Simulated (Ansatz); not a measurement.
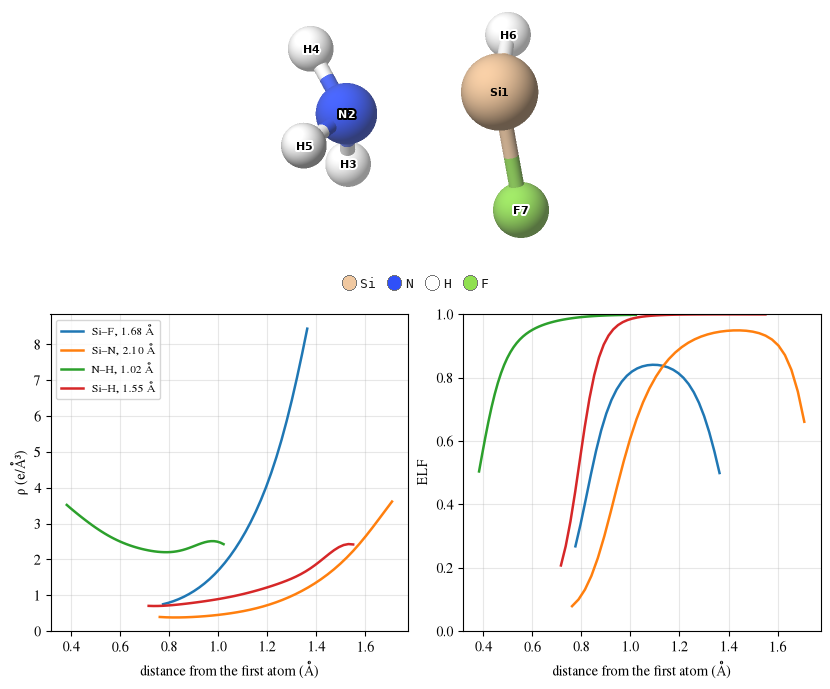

The picture shows: FHSi···NH₃. Electron density and electron localisation function along straight lines between neighbouring atoms. The curves leave out the atomic cores. The structure is drawn too.

Method: RKS B3LYP-D4/def2-SVP in Ansatz 0.2.0.

Input file:

```
crystal:
  periodic: [false, false, false]
  atoms:
    - { symbol: Si, position_ang: [-0.105989, 0.224803, -0.931685] }
    - { symbol: "N", position_ang: [1.271407, 0.091462, 1.722045] }
    - { symbol: H, position_ang: [0.805748, -0.538883, 2.37517] }
    - { symbol: H, position_ang: [2.056252, 0.544812, 2.189938] }
    - { symbol: H, position_ang: [1.655721, -0.485372, 0.94943] }
    - { symbol: H, position_ang: [-1.193943, 1.223627, -0.466965] }
    - { symbol: F, position_ang: [-0.876796, -1.166449, -0.495233] }
basis:
  gaussian: { orbitals: def2-SVP }
hamiltonian:
  xc: b3lyp
  dispersion: d4
relax:
  f_tol: 0.03
  max_steps: 50
output:
  orbitals: {}
```

Run with:

```sh
ansatz run input.yaml --threads 1 --pin off --max-ram 2048MiB --backend cpu --events-out ev --progress --plain --runs-dir out
```

The fields are those of the run's last geometry, not of the input's.

Q: What can be read from the curves?

A: Si–F (1.68 Å): the density is about 0.89 e/Å³ at the midpoint; the ELF peaks at about 0.85 in the valence shell of F, 0.6 Å from its nucleus, and is about 0.50 at the midpoint.
Si1···N2 (2.10 Å): the density falls to about 0.38 e/Å³ on the way; the ELF peaks at about 0.95 in the valence shell of N, 0.7 Å from its nucleus, and is about 0.70 at the midpoint.
N–H (1.02 Å): the density is about 2.8 e/Å³ at the midpoint; the ELF climbs to about 1 towards the hydrogen, as it does in any bond to H (an ordinary covalent bond to hydrogen).
Si–H (1.55 Å): ρ at the midpoint is about 0.71 e/Å³; the ELF climbs to about 1 towards the hydrogen.
